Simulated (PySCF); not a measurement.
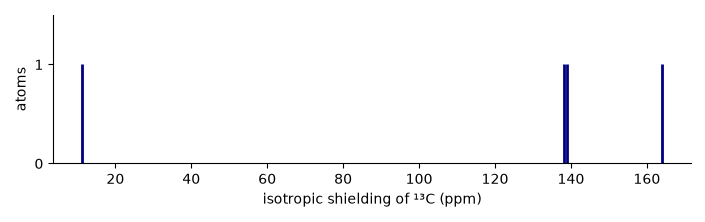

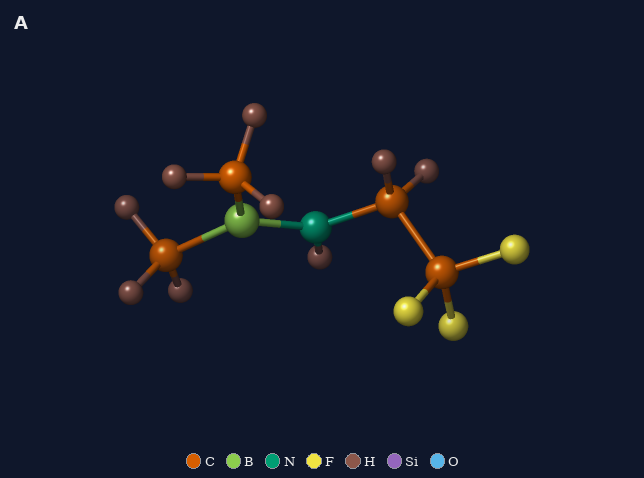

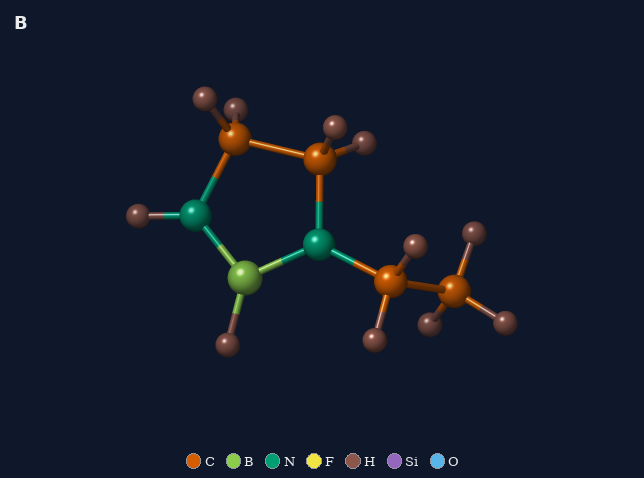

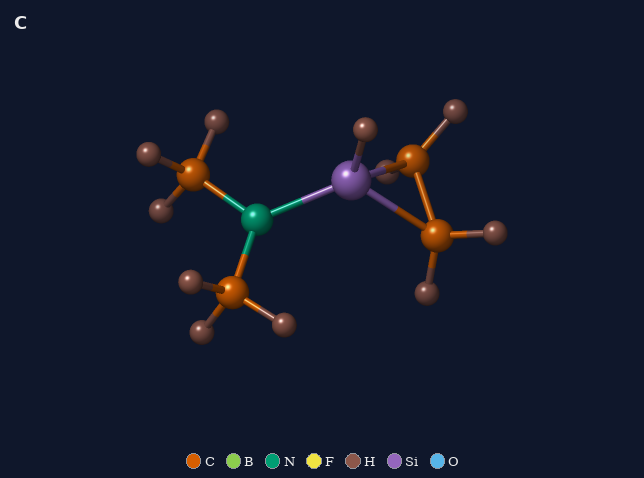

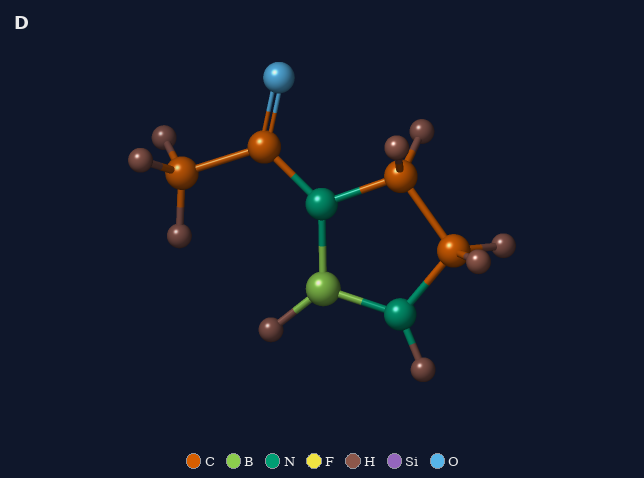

The sticks are computed shieldings of one of the molecules, for one fixed geometry (GFN2-xTB) without averaging over rotations. Low shielding means a high chemical shift. Method: GIAO PBE0/pcSseg-1 NMR shielding, non-relativistic, gas phase (PySCF 2.14.0).

**Match the spectrum to a structure.**

D, `CC(=O)N1BNCC1`. Its 4 C atoms give lines at 11.3, 138.2, 138.9, 164.0 ppm.

The geometry is semi-empirical. Around B such bond lengths and angles can be off by a tenth of an ångström or more and by several degrees, and values that hang on the shape move with them.
